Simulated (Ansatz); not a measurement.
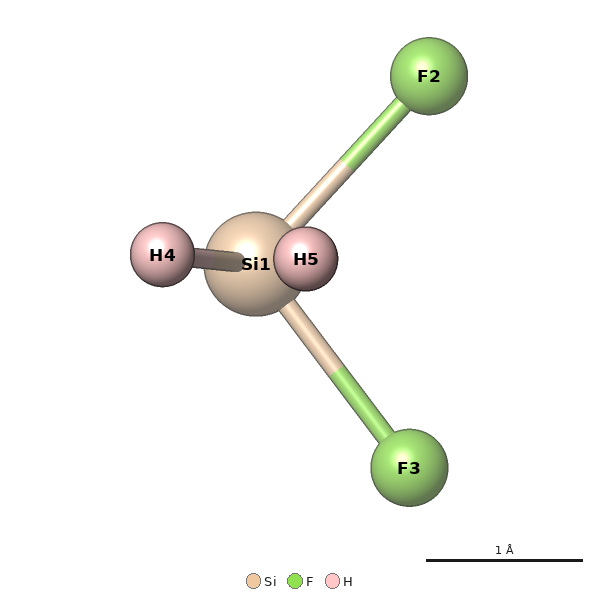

(Drawn from a calculation with Ansatz.)

Orthographic view. Distant atoms are faded towards the background colour. Geometry: start.

List all interatomic distances (Å) as a matrix.

```tsv
atom	Si1	F2	F3	H4	H5
Si1	0.00				
F2	1.64	0.00			
F3	1.64	2.52	0.00		
H4	1.56	2.49	2.49	0.00	
H5	1.79	2.22	2.24	0.97	0.00
```
